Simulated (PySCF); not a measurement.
# Cl2Cr (CrCl2): the cost of one run

Computed with PySCF 2.14.0 and routines of our own; the level stands in each step. Atoms count from 0.

### 1 The system as given

3 atoms, charge 0, states of the metal's open shell are computed; geometry from: model geometry, bond lengths from ionic radii.

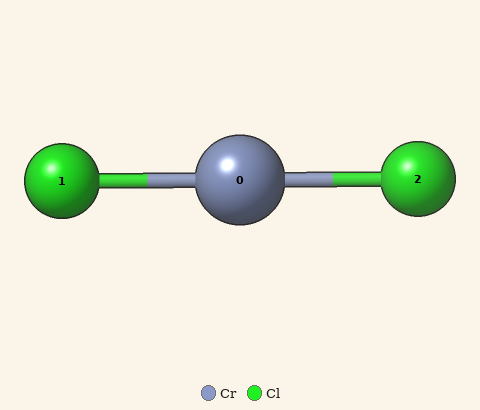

The starting geometry (chromium light blue, chlorine green); sticks join atoms by distance alone.

### 2 Ligand-field states: state-averaged CASSCF

What the job is given:

```
{"job": {"kind": "lf", "basis": {"metal": "x2c-TZVPall", "ligand": "x2c-SVPall"}, "nevpt": true}, "charge": 0, "metal": "Cr", "open_shell": "d4"}
Cr     0.000000     0.000000     0.000000
Cl     0.000000     0.000000     2.270000
Cl     0.000000     0.000000    -2.270000
```

With the program's defaults for keys left out, this is: state-averaged CASSCF of the metal d shell, SC-NEVPT2 on the averaged canonical orbitals, state-interaction spin-orbit coupling.

Launch:

```console
> OMP_NUM_THREADS=1 python lf_run.py task.json out
```

One launch serves the whole session: the jobs run in the order shown.

Q: Estimate the wall time and peak memory of this first job on 1 thread of Arm Neoverse V1, shared host.

About 7.6 s, with a peak of 0.24 GiB.
